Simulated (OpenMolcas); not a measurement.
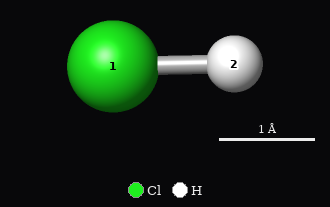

*The structure (ball-and-stick view, seen at a tilt; atoms are numbered from 1 in the order of the input).*

**HCl: single-point calculation**

System: HCl, SMILES Cl.
Method: MP2/6-31G, RHF (OpenMolcas 26.06).

The geometry comes from this level: PBE0-D4/def2-TZVP.

Input
```
* ClH MP2

&GATEWAY
 BasLib
 $CurrDir
 BasisSet
 Cl.6-31G....
 Cl1 0.546000 -0.178500 0.280800 angstrom
 End of Basis
 BasisSet
 H.6-31G....
 H2 -0.546000 0.178500 -0.280800 angstrom
 End of Basis

&SEWARD

&SCF
 Thresholds
 1e-10 1e-07 1e-07 1e-05
 PrOrbitals
 1 1

&MBPT2
 Frozen
 5
```

Launch command:
```bash
export MOLCAS_MEM=1860
pymolcas calc.input > calc.log
```

Output
```
--- Start Module: gateway ---

                                              &GATEWAY

                       available to each process: 1.9 GB of memory, 1 thread

 Basis Set     1 Label: CL.6-31G....
 Basis set is read from library:.
 basistype.tbl is not found

 Basis Set     2 Label: H.6-31G....
 Basis set is read from library:.
 basistype.tbl is not found

++    Symmetry information:
      ---------------------

                    Character Table for C1

                             E
                    a        1  x, y, xy, Rz, z, xz, Ry, yz, Rx, I
--

++    Basis set information:
      ----------------------

      Basis set label: CL.6-31G.........

      Electronic valence basis set:
      ------------------
      Associated Effective Charge  17.000000 au
      Associated Actual Charge     17.000000 au
      Nuclear Model: Point charge

      Shell  nPrim  nBasis  Cartesian Spherical Contaminant
         s      16       4        X
         p      10       3        X

      Basis set label: H.6-31G.........

      Electronic valence basis set:
      ------------------
      Associated Effective Charge   1.000000 au
      Associated Actual Charge      1.000000 au
      Nuclear Model: Point charge

      Shell  nPrim  nBasis  Cartesian Spherical Contaminant
         s       4       2        X
--

++    Molecular structure info:
      -------------------------

                    ************************************************
                    **** Cartesian Coordinates / bohr, angstrom ****
                    ************************************************

     Center  Label                x              y              z                     x              y              z
        1      CL1              1.031790      -0.337316       0.530635              0.546000      -0.178500       0.280800
        2      H2              -1.031790       0.337316      -0.530635             -0.546000       0.178500      -0.280800
--

            Nuclear Potential Energy              7.03477695 au

--- Stop Module: gateway /rc=_RC_ALL_IS_WELL_ ---

--- Start Module: seward ---

                                              &SEWARD

                       available to each process: 1.9 GB of memory, 1 thread

               SEWARD will generate:
                  Multipole Moment integrals up to order  2
                  Kinetic Energy integrals
                  Nuclear Attraction integrals (point charge)
                  One-Electron Hamiltonian integrals
                  Velocity integrals
                  Orbital angular momentum around (  0.9740  -0.3184   0.5009 )
                  Velocity quadrupole around (  0.9740  -0.3184   0.5009 )
                  Two-Electron Repulsion integrals

                   Integrals are discarded if absolute value <: 1.00E-14
                   Integral cutoff threshold is set to       <: 1.00E-16

            Nuclear Potential Energy              7.03477695 au

      Basis set specifications :
      Symmetry species         a
      Basis functions           15

--- Stop Module: seward /rc=_RC_ALL_IS_WELL_ ---

--- Start Module: scf ---

                                                &SCF

                       available to each process: 1.9 GB of memory, 1 thread

++    Input section:
      --------------

      Header of the integral files:

      Cartesian coordinates in angstrom:
      -----------------------------------------------------
      No.  Label        X            Y            Z
      -----------------------------------------------------
       1   CL1        0.54600000  -0.17850000   0.28080000
       2   H2        -0.54600000   0.17850000  -0.28080000
      -----------------------------------------------------
      Nuclear repulsion energy =    7.03477695
--

++    Orbital specifications:
      -----------------------

      Symmetry species               1
                                     a
      Frozen orbitals                0
      Occupied orbitals              9
      Secondary orbitals             6
      Deleted orbitals               0
      Total number of orbitals      15
      Number of basis functions     15
--

      Molecular charge                           0.000

++    Optimization specifications:
      ----------------------------

      SCF Algorithm: Conventional
      Minimized density differences are used
      Number of density matrices in core                 5
      Maximum number of NDDO SCF iterations            400
      Maximum number of HF SCF iterations              400
      Threshold for SCF energy change             1.00E-10
      Threshold for density matrix                1.00E-07
      Threshold for Fock matrix                   1.00E-07
      Threshold for linear dependence             1.00E-09
      Threshold at which DIIS is turned on        1.50E-01
      Maximum depth in the DIIS procedure                5
      Maximum depth in the BFGS Hessian update          30
      Threshold at which QNR/C2DIIS is turned on  7.50E-02
      Threshold for Norm(delta) (QNR/C2DIIS)      1.00E-05
      All orbitals punched on: SCFORB
--

      Input vectors read from INPORB
      Orbital file label: *Guess orbitals

++ Convergence information
                                   SCF        iterations: Energy and convergence statistics

Iter     Tot. SCF        One-elec.       Two-elec.     Energy      Max Dij or  Max Fij      DNorm      TNorm      AccCon     Time
         Energy          Energy          Energy        Change      Delta Norm                                                in Sec.
   1  -460.001144187  -648.773405640   181.737484505   0.00E+00    1.18E-01*   7.29E-02*    6.18E+00   7.51E+01   None         0.
   2  -460.035208856  -649.848433195   182.778447391  -3.41E-02*   2.53E-02*   1.62E-02*    6.25E-01   7.53E+01   EDIIS        0.
   3  -460.036843084  -649.618602259   182.546982228  -1.63E-03*   1.04E-02*   6.13E-03*    1.10E-01   7.53E+01   c2DIIS       0.
   4  -460.037004646  -649.700349185   182.628567592  -1.62E-04*   1.93E-03*   1.01E-03*    2.92E-02   7.53E+01   QNRc2DIIS    0.
   5  -460.037012858  -649.659401296   182.587611490  -8.21E-06*   5.89E-04*   4.13E-04*    2.90E-03   7.53E+01   QNRc2DIIS    0.
   6  -460.037013715  -649.666520997   182.594730334  -8.57E-07*   1.56E-04*   8.63E-05*    2.10E-04   7.53E+01   QNRc2DIIS    0.
   7  -460.037013751  -649.667748074   182.595957375  -3.61E-08*   3.27E-06    2.46E-06*    2.55E-05   7.53E+01   QNRc2DIIS    0.
   8  -460.037013751  -649.667748848   182.595958149  -2.31E-11    3.21E-07    2.29E-07*    1.25E-04   7.53E+01   QNRc2DIIS    0.
   9  -460.037013751  -649.667748258   182.595957559  -7.96E-13    1.66E-08    1.45E-08     3.34E-03   7.53E+01   QNRc2DIIS    0.

       Convergence after   9 Iterations
--

 *****************************************************************************************************************************
 *                                             SCF/KS-DFT Program, Final results                                             *
 *                                                       Final Results                                                       *
 *****************************************************************************************************************************

::    Total SCF energy                               -460.0370137510
      One-electron energy                            -649.6677482576
      Two-electron energy                             182.5959575585
      Nuclear repulsion energy                          7.0347769481
      Kinetic energy (interpolated)                   460.2230224073
      Virial theorem                                    0.9995958293
      Total spin, S(S+1)                                0.0000000000
      Total spin, S                                     0.0000000000
      Max non-diagonal density matrix element           0.0000000149
      Max non-diagonal Fock matrix element              0.0000000016

      All orbitals with orbital energies smaller than  E(LUMO)+0.5 are printed

++    Molecular orbitals:
      -------------------

      Title: SCF orbitals

      Molecular orbitals for symmetry species 1: a

          Orbital            1         2         3         4         5         6         7         8         9        10
          Energy         -104.8337  -10.5756   -8.0445   -8.0396   -8.0396   -1.1296   -0.6167   -0.4793   -0.4793    0.1592
          Occ. No.          2.0000    2.0000    2.0000    2.0000    2.0000    2.0000    2.0000    2.0000    2.0000    0.0000

          Orbital           11        12        13        14
          Energy            0.5791    0.6134    0.6210    0.6210
          Occ. No.          0.0000    0.0000    0.0000    0.0000

--

++    Molecular charges:
      ------------------

      Mulliken charges per centre and basis function type
      ---------------------------------------------------

                CL1     H2
      1s       5.9621  0.8082
      2px      3.4383  0.0000
      2pz      3.8514  0.0000
      2py      3.9400  0.0000
      Total   17.1918  0.8082

      N-E     -0.1918  0.1918

      Total electronic charge=   18.000000

      Total            charge=   -0.000000
--

++    Molecular properties:
      ---------------------

      Charge (e):
                      =   -0.0000
      Dipole Moment (debye):
      Origin of the operator (angstrom)=    0.5154   -0.1685    0.2651
                   X= -1.5974E+00               Y=  5.2223E-01               Z= -8.2153E-01           Total=  1.8707E+00
      Quadrupole Moment (debye*angstrom):
      Origin of the operator (angstrom)=    0.5154   -0.1685    0.2651
                  XX= -1.1545E+01              XY= -8.1540E-01              XZ=  1.2827E+00              YY= -1.3772E+01
                  YZ= -4.1935E-01              ZZ= -1.3379E+01
      In traceless form (debye*angstrom)
                  XX=  2.0310E+00              XY= -1.2231E+00              XZ=  1.9241E+00              YY= -1.3103E+00
                  YZ= -6.2902E-01              ZZ= -7.2069E-01
--

--- Stop Module: scf /rc=_RC_ALL_IS_WELL_ ---

--- Start Module: mbpt2 ---

                                               &MBPT2

                       available to each process: 1.9 GB of memory, 1 thread

WARNING!
Default frozen orbitals as non valence orbitals is overwritten by user input.
Default values:   5

      Cartesian coordinates in angstrom:
      -----------------------------------------------------
      No.  Label        X            Y            Z
      -----------------------------------------------------
       1   CL1        0.54600000  -0.17850000   0.28080000
       2   H2        -0.54600000   0.17850000  -0.28080000
      -----------------------------------------------------
      Nuclear repulsion energy =    7.03477695

      Contents of RUNFILE file:
      -------------------------

      Symmetry species                           1
                                                 a
      Number of basis functions                 15
      Frozen occupied orbitals                   5
      Active occupied orbitals                   4
      Active external orbitals                   6
      Deleted external orbitals                  0

      Reference numbers of frozen occupied orbitals according to the original input sequence
      symmetry species 1                        1  2  3  4  5

      Energies of the active occupied orbitals

      symmetry species 1                    -1.129556     -0.616708     -0.479335     -0.479335

      Energies of the active external orbitals

      symmetry species 1                     0.159233      0.579061      0.613389      0.621025      0.621025
                                             0.993614

      ********************************************************************************************************
      *                                               Results                                                *
      ********************************************************************************************************

 Conventional algorithm used...

       SCF energy                           =     -460.0370137510 a.u.
       Second-order correlation energy      =       -0.0480197494 a.u.

       Total energy                         =     -460.0850335004 a.u.
       Reference weight ( Cref**2 )         =        0.97982

::    Total MBPT2 energy                             -460.0850335004

       Zeroth-order energy (E0)             =     -277.4410561924 a.u.

       Shanks-type energy S1(E)             =     -460.0850461321 a.u.

       Data processing and timing information:

       Section                                              time(sec)
                                                          CPU  Elapsed

      Input data processing                              0.03      0.04
      Transformation of integrals                        0.00      0.00
      MBPT2 calculations (BJAI)                          0.00      0.00
      Total MBPT2 calculations                           0.03      0.04

--- Stop Module: mbpt2 /rc=_RC_ALL_IS_WELL_ ---

.##################.
.# Happy landing! #.
.##################.

    Timing: Wall=1.75 User=0.94 System=0.30
```

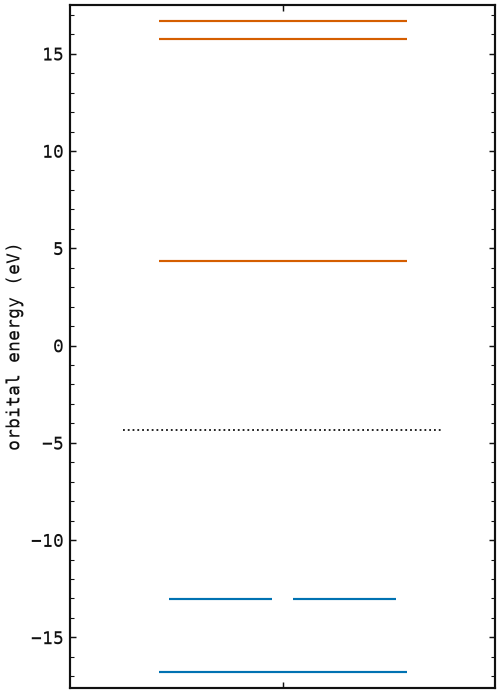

*Orbital energies near the frontier (SCF reference); the dotted line parts filled from empty levels, and levels within 0.02 eV of each other stand side by side.*

Highest filled −13.04 eV, lowest empty 4.33 eV, 17.37 eV apart.

Key numbers

```csv
quantity,value
outcome,converged
total energy,−460.085034 hartree
SCF energy,−460.037014 hartree
MP2 energy,−460.085034 hartree
correlation energy,−0.048020 hartree
basis functions,15
HOMO of the SCF reference,−13.04 eV
LUMO of the SCF reference,4.33 eV
hardware,"1 thread of Arm Neoverse V2, 24 GiB of memory available, shared host"
wall time,1.9 s
peak memory,0.37 GiB
```
